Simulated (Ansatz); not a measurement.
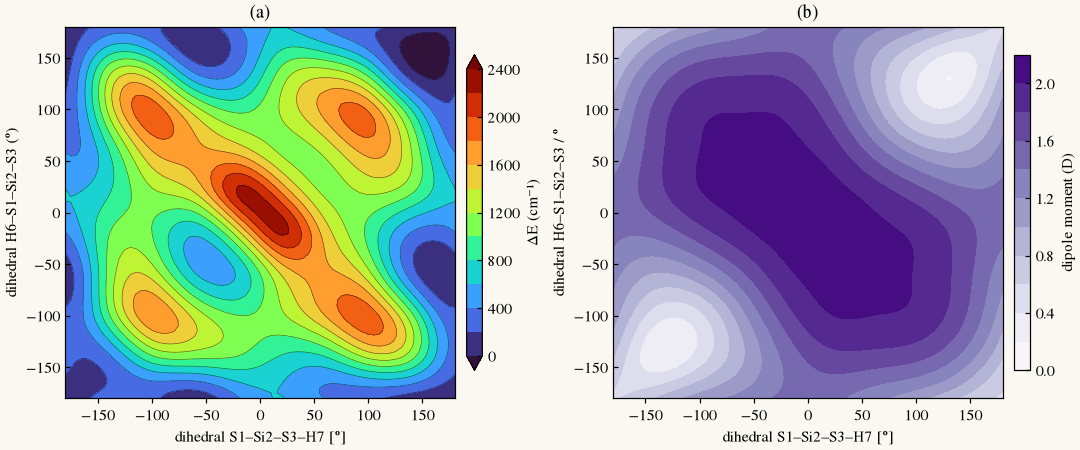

Cl₂H₂S₂Si, SMILES S[Si](S)(Cl)Cl. First axis: dihedral S1–Si2–S3–H7. Second axis: dihedral H6–S1–Si2–S3. Nothing is relaxed (all other coordinates rigid). The grid has 9 × 9 points; 45 points were computed and 36 follow by symmetry. Energies are in cm⁻¹, from the lowest grid point. These are results of RKS r2SCAN-D4/def2-SVP in Ansatz, not measurements.

Panel (a) is the energy and panel (b) the computed dipole moment on the same grid.

Drawn: filled contours, one colour for all values above the top of the scale. Between grid points the surface is interpolated.

### How does the dipole moment vary over the map, and what is it at the lowest grid point?

Leaving out the highest fifth of the energies, it runs from 0.23 D at dihedral S1–Si2–S3–H7 = 140°, dihedral H6–S1–Si2–S3 = 140° to 2.10 D at dihedral S1–Si2–S3–H7 = −20°, dihedral H6–S1–Si2–S3 = −20°. At the lowest grid point, dihedral S1–Si2–S3–H7 = 140°, dihedral H6–S1–Si2–S3 = 140°, it is 0.23 D.
